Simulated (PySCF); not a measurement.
C2H10OSi, SMILES `COC.[SiH4]`.

PySCF calculation, BP86/6-31+G*, gas phase; geometry: GFN2-xTB.

Geometry (Å), atoms numbered from 1:

```
C1      -1.5018   -1.1720   -0.1005
O2      -0.8950    0.0010    0.3746
C3      -1.5158    1.1667   -0.1010
H4      -2.5541   -1.2243    0.2064
H5      -0.9555   -2.0062    0.3336
H6      -1.4513   -1.2326   -1.1948
H7      -2.5664    1.2094    0.2124
H8      -0.9753    2.0078    0.3270
H9      -1.4726    1.2240   -1.1956
Si10     1.9477    0.0025   -0.0229
H11      1.4579   -1.1575   -0.7630
H12      3.4107   -0.0018   -0.1562
H13      1.6302   -0.0728    1.3953
H14      1.4748    1.2426   -0.6319
```

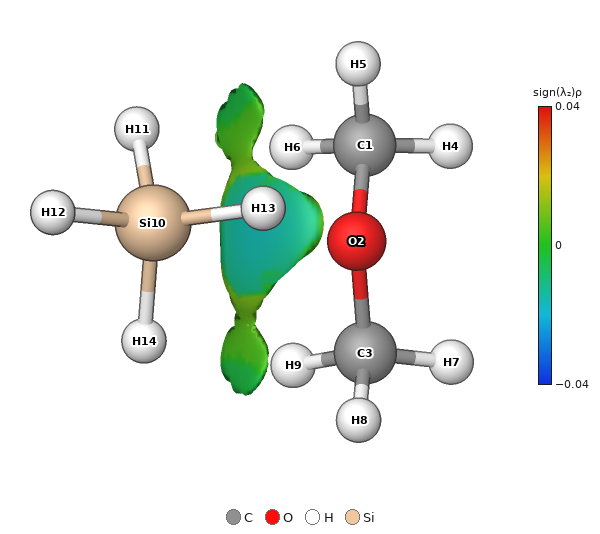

Non-covalent interaction surfaces between the fragments (reduced density gradient s = 0.6, coloured by sign(λ₂)ρ in a.u.; trimmed to the region between the fragments where ρ is under 0.06 a.u.). Fragment A: H6C2O (atoms 1–9); fragment B: SiH4.

Interpret the surfaces between the fragments.

Answer. Bond critical points between the fragments: O2···Si10, 2.87 Å, ρ = 0.016 a.u. It appears blue-green. The pose is a local one from a semi-empirical search, not shown to be the most stable.

How strongly are they bound?

Answer. The counterpoise-corrected interaction energy of the frozen fragments is +0.5 kcal/mol without dispersion correction and −2.7 kcal/mol with D3(BJ). The pair geometry is semi-empirical, not a minimum at this level.

The PySCF run took 32 s on 1 thread of Arm Neoverse V2, on a shared host, peak memory 0.41 GiB.
